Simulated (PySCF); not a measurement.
Ga(F)(Br)(Me), SMILES [CH3][Ga]([F])[Br], singlet at its PBE0/def2-SVP optimised geometry (Å):

```
7

Ga    -0.4790    -0.1517     0.0000
F     -1.3634    -1.6650    -0.0076
Br    -1.8572     1.6650     0.0000
C      1.4624    -0.1517     0.0000
H      1.8572     0.8662     0.1143
H      1.8201    -0.5780    -0.9493
H      1.8261    -0.7866     0.8212
```

Method: PBE0/def2-TZVP in PySCF.

Map of the electrostatic potential (hartree/e), clipped to [-0.08, 0.12] on the plane z = 1.0 Å:

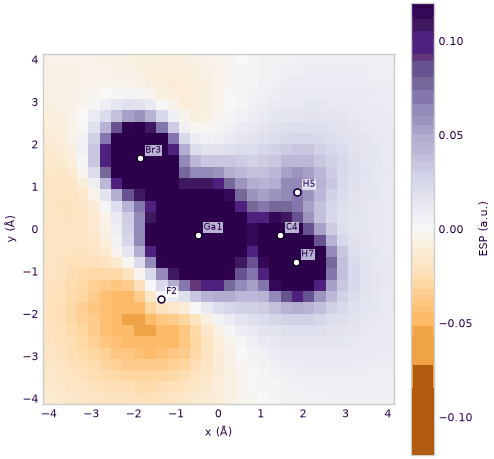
Figure: Electrostatic potential (hartree/e), clipped to [-0.08, 0.12] on the plane z = 1.0 Å.
